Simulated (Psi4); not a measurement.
**TPSS/cc-pVDZ run of AlNH3OF (SMILES [NH2][Al]([OH])[F])**

What is the energy change on altering one bond length of AlNH3OF at TPSS/cc-pVDZ? 

The calculation is run with Psi4 1.11.

## (1) The system as given

The species is AlNH3OF (7 atoms), meant as a singlet with charge 0. SMILES: `[NH2][Al]([OH])[F]`. Geometry: relaxed at PBE0-D4/def2-TZVP. This is one conformer, not always the lowest.

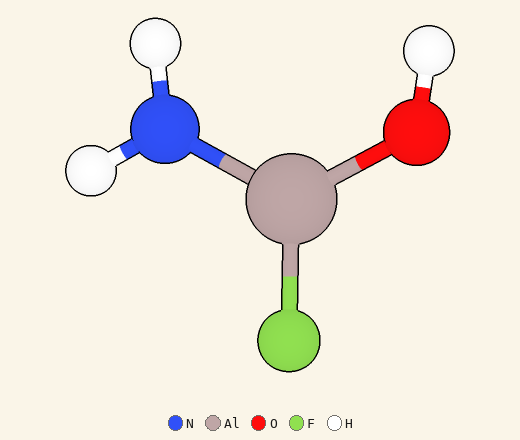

The structure, seen from a chosen angle (nitrogen blue, aluminium light grey, oxygen red, fluorine green, hydrogen white).

## (2) Energy and gradient at TPSS/cc-pVDZ

The input, alfh3no.json:

```json
{
 "schema_name": "qcschema_input",
 "schema_version": 1,
 "molecule": {
  "schema_name": "qcschema_molecule",
  "schema_version": 2,
  "symbols": ["N", "Al", "O", "F", "H", "H", "H"],
  "geometry": [-1.07676595, 1.75139817, -1.00306663, -0.25190049, -1.19052746, 0.28686043, 2.58590123, -1.89766297, 1.5476857, -2.39163738, -3.44326997, 0.27684488, -2.78394453, 2.13576847, -1.74818564, 0.05593589, 3.27357257, -1.10870232, 3.97825144, -0.75778018, 1.66201413],
  "molecular_charge": 0,
  "molecular_multiplicity": 1,
  "fix_symmetry": "c1",
  "fix_com": true,
  "fix_orientation": true
 },
 "driver": "gradient",
 "model": {
  "method": "tpss",
  "basis": "cc-pVDZ"
 },
 "keywords": {
  "puream": true,
  "e_convergence": 1e-09,
  "d_convergence": 1e-08,
  "scf_type": "pk",
  "dft_radial_points": 99,
  "dft_spherical_points": 590
 }
}
```

Run with:

```sh
$ psi4 --qcschema alfh3no.json -n 1 --memory 2200MB
```

stdout:

```text
[...]
  Running in c1 symmetry.
[...]
  Nuclear repulsion =  160.681135616105109
[...]
  Multiplicity = 1
[...]
  Nalpha       = 20
  Nbeta        = 20
[...]
    Number of basis functions: 75
[...]
   @RKS iter   1:  -473.65673638832391   -1.86452e-01   1.62951e-02 DIIS/ADIIS
[...]
   @RKS iter  12:  -474.24749334720389   -2.84217e-13   1.27092e-09 DIIS
[...]
    Orbital Energies [Eh]
    ---------------------
    Doubly Occupied:
       1A    -55.652312     2A    -24.379206     3A    -18.884712
       4A    -14.091687     5A     -4.000979     6A     -2.573070
       7A     -2.570029     8A     -2.568276     9A     -1.056434
      10A     -0.909939    11A     -0.773399    12A     -0.460378
      13A     -0.438959    14A     -0.394200    15A     -0.359270
      16A     -0.334906    17A     -0.324159    18A     -0.286209
      19A     -0.274500    20A     -0.221300
[...]
  @RKS Final Energy:  -474.24749334720389
   => Energetics <=
    Nuclear Repulsion Energy =            160.6811356161051094
    One-Electron Energy =                -977.3513739442458927
    Two-Electron Energy =                 388.4019498705737874
    DFT Exchange-Correlation Energy =     -45.9792048896368328
    Empirical Dispersion Energy =           0.0000000000000000
    VV10 Nonlocal Energy =                  0.0000000000000000
    Total Energy =                       -474.2474933472038856
[...]
 Multipole Moments:
 ------------------------------------------------------------------------------------
     Multipole            Electronic (a.u.)      Nuclear  (a.u.)        Total (a.u.)
 ------------------------------------------------------------------------------------
 L = 1.  Multiply by 2.5417464519 to convert [e a0] to [Debye]
 Dipole X            :         10.8626455          -10.3993518            0.4632937
 Dipole Y            :         45.9925698          -44.7362424            1.2563274
 Dipole Z            :        -10.6440673           10.3859349           -0.2581324
 Magnitude           :                                                    1.3636832
[...]
  -Total Gradient:
     Atom            X                  Y                   Z
    ------   -----------------  -----------------  -----------------
       1        0.000273440177     0.000557575440    -0.000088378896
       2       -0.004644673008    -0.017001516662     0.004065864540
       3       -0.010156742003     0.015948061071    -0.009054005474
       4        0.022320435107     0.023622799693     0.000061875471
       5        0.011010096710    -0.003105382062     0.005015622424
       6       -0.007061049151    -0.010251638521     0.000915665349
       7       -0.011787396102    -0.009783472051    -0.000928526874
[...]
```

The result, in JSON:

```text
{
 "driver": "gradient",
 "model": {
  "method": "tpss",
  "basis": "cc-pVDZ"
 },
 "success": true,
 "return_result": [0.00027344017667157994, 0.0005575754396642263, -8.837889624652151e-05, -0.004644673008129315, -0.01700151666227747, 0.004065864539881942, -0.01015674200256031, 0.01594806107055141, -0.009054005473743632, 0.02232043510665023, 0.023622799692577606, 6.187547098234977e-05, 0.011010096710254658, -0.003105382062128584, 0.005015622423666349, -0.007061049150511034, -0.010251638520582862, 0.0009156653494079466, -0.011787396101516523, -0.00978347205130789, -0.0009285268744129126],
 "properties": {
  "calcinfo_nbasis": 75,
  "calcinfo_nmo": 75,
  "calcinfo_nalpha": 20,
  "calcinfo_nbeta": 20,
  "calcinfo_natom": 7,
  "nuclear_repulsion_energy": 160.6811356161051,
  "return_energy": -474.2474933472039,
  "return_gradient": [0.00027344017667157994, 0.0005575754396642263, -8.837889624652151e-05, -0.004644673008129315, -0.01700151666227747, 0.004065864539881942, -0.01015674200256031, 0.01594806107055141, -0.009054005473743632, 0.02232043510665023, 0.023622799692577606, 6.187547098234977e-05, 0.011010096710254658, -0.003105382062128584, 0.005015622423666349, -0.007061049150511034, -0.010251638520582862, 0.0009156653494079466, -0.011787396101516523, -0.00978347205130789, -0.0009285268744129126],
  "scf_one_electron_energy": -977.3513739442459,
  "scf_two_electron_energy": 388.4019498705738,
  "scf_xc_energy": -45.97920488963683,
  "scf_dipole_moment": [0.46329370645073986, 1.2563273689212977, -0.2581323911551223],
  "scf_total_energy": -474.2474933472039,
  "scf_total_gradient": [0.00027344017667157994, 0.0005575754396642263, -8.837889624652151e-05, -0.004644673008129315, -0.01700151666227747, 0.004065864539881942, -0.01015674200256031, 0.01594806107055141, -0.009054005473743632, 0.02232043510665023, 0.023622799692577606, 6.187547098234977e-05, 0.011010096710254658, -0.003105382062128584, 0.005015622423666349, -0.007061049150511034, -0.010251638520582862, 0.0009156653494079466, -0.011787396101516523, -0.00978347205130789, -0.0009285268744129126],
  "scf_iterations": 12
 }
}
```

It took 92 s on 1 thread of AMD EPYC 7R43 (Zen 3), shared host; peak memory 1.2 GiB.

## (3) The distorted shape

The input, input.in:

```
memory 2200 mb

molecule {
  0 1
  N     -0.230108     1.284432    -0.529210
  Al     0.206392    -0.272368     0.153390
  O      1.708092    -0.646568     0.820590
  F     -1.265600    -1.822100     0.146500
  H     -1.133508     1.487832    -0.923510
  H      0.369292     2.089932    -0.585110
  H      2.444892    -0.043368     0.881090
  symmetry c1
  no_reorient
  no_com
}

set {
  basis                cc-pVDZ
  puream               true
  e_convergence        1e-09
  d_convergence        1e-08
  scf_type             pk
  dft_radial_points    99
  dft_spherical_points 590
}

E, wfn = gradient("tpss", return_wfn=True)
oeprop(wfn, "MAYER_INDICES", "WIBERG_LOWDIN_INDICES", "LOWDIN_CHARGES")
print_variables()
```

Run with:

```sh
$ psi4 input.in input.out -n 1
```

input.out:

```text
[...]
  Running in c1 symmetry.
[...]
  Nuclear repulsion =  148.353462166895383
[...]
  Multiplicity = 1
[...]
  Nalpha       = 20
  Nbeta        = 20
[...]
    Number of basis functions: 75
[...]
   @RKS iter   1:  -473.59822715277062   -2.79950e-01   1.63153e-02 ADIIS/DIIS
[...]
   @RKS iter  12:  -474.19774293673379   -5.51381e-12   3.60568e-09 DIIS
[...]
    Orbital Energies [Eh]
    ---------------------
    Doubly Occupied:
       1A    -55.695286     2A    -24.328871     3A    -18.901463
       4A    -14.109745     5A     -4.034612     6A     -2.607262
       7A     -2.603076     8A     -2.602413     9A     -0.962343
      10A     -0.926078    11A     -0.789858    12A     -0.474843
      13A     -0.453686    14A     -0.400656    15A     -0.301549
      16A     -0.294628    17A     -0.293395    18A     -0.250679
      19A     -0.248341    20A     -0.236233
[...]
  @RKS Final Energy:  -474.19774293673379
   => Energetics <=
    Nuclear Repulsion Energy =            148.3534621668953832
    One-Electron Energy =                -952.7378783959288739
    Two-Electron Energy =                 376.0654053387199838
    DFT Exchange-Correlation Energy =     -45.8787320464202679
    Empirical Dispersion Energy =           0.0000000000000000
    VV10 Nonlocal Energy =                  0.0000000000000000
    Total Energy =                       -474.1977429367337891
[...]
 Multipole Moments:
 ------------------------------------------------------------------------------------
     Multipole            Electronic (a.u.)      Nuclear  (a.u.)        Total (a.u.)
 ------------------------------------------------------------------------------------
 L = 1.  Multiply by 2.5417464519 to convert [e a0] to [Debye]
 Dipole X            :         -8.6276142            9.5003184            0.8727042
 Dipole Y            :         25.5251894          -23.7856199            1.7395695
 Dipole Z            :        -10.7529113           10.4790794           -0.2738319
 Magnitude           :                                                    1.9653749
[...]
  -Total Gradient:
     Atom            X                  Y                   Z
    ------   -----------------  -----------------  -----------------
       1        0.004034853507     0.004758226716    -0.000150958258
       2        0.070190279698     0.063310338653     0.003901822142
       3       -0.005264491987     0.018659208024    -0.008213137759
       4       -0.059844247133    -0.063591076942    -0.000082475812
       5        0.011505791261    -0.002896010861     0.005123332803
       6       -0.008458534292    -0.009863876934     0.000280548583
       7       -0.012158738351    -0.010426442833    -0.000840520762
[...]
```

Wall time 89 s (1 thread of AMD EPYC 7R43 (Zen 3), shared host); peak memory 1.2 GiB.

## (4) Outcome

Level: TPSS/cc-pVDZ.

| quantity | value |
| --- | --- |
| first shape: total energy | -474.24749 Eh |
| first shape: dipole moment | 3.47 D |
| first shape: HOMO energy | -6.02 eV |
| first shape: LUMO energy | -0.78 eV |
| first shape: HOMO–LUMO gap | 5.24 eV |
| first shape: largest force on an atom | 1.671 eV/Å |
| distorted shape: total energy | -474.19774 Eh |
| distorted shape: dipole moment | 5.00 D |
| distorted shape: HOMO energy | -6.43 eV |
| distorted shape: LUMO energy | -1.81 eV |
| distorted shape: HOMO–LUMO gap | 4.62 eV |
| distorted shape: largest force on an atom | 4.865 eV/Å |
| energy change with the Al2–F4 bond stretched from 1.644 to 2.137 Å | 1.354 eV |

In words: With the Al2–F4 bond stretched from 1.644 to 2.137 Å the energy rises by 1.35 eV (31 kcal/mol). The first shape isn't relaxed at this level, so the change isn't measured from a minimum. The largest force (first shape) is 1.67 eV/Å: the shape isn't a stationary point for this species at this level.
